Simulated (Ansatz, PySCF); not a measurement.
GaH3 (SMILES [GaH3]) and H2O (SMILES O) are pulled apart as rigid monomers along the line of their centres of mass, from the B3LYP-D3(BJ)/def2-TZVP minimum. Starting geometry (charge 0, multiplicity 1):
```xyz
7

Ga     0.3967    -0.3761     0.6852
H      1.8829    -0.0976     1.1226
H     -0.2292    -1.8111     0.8526
H     -0.2872     0.6261    -0.3304
O     -0.5430     0.4821     2.5115
H     -1.5048     0.4098     2.4730
H     -0.3383     1.4210     2.6023
```

Interaction energies with rigid monomers; basis-set methods are counterpoise corrected unless marked otherwise.

Correlated levels freeze the cores. Filled d and f shells under p-block atoms count as core. Rows in 3-21G carry no dispersion term and start afresh at each structure; the Pople sets are all-electron and without relativity.

Programs: Ansatz (an electronic-structure program) with Gaussian orbitals; PySCF for 3-21G rows, the dispersion terms. 

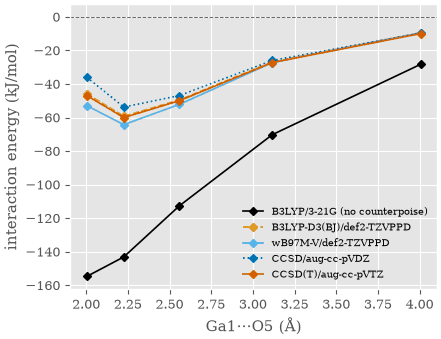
Figure. Interaction energy against separation

Problem. Which level binds most strongly at Ga1···O5 = 2.23, and by how much?

Solution. B3LYP/3-21G (no counterpoise), -143 kJ/mol.
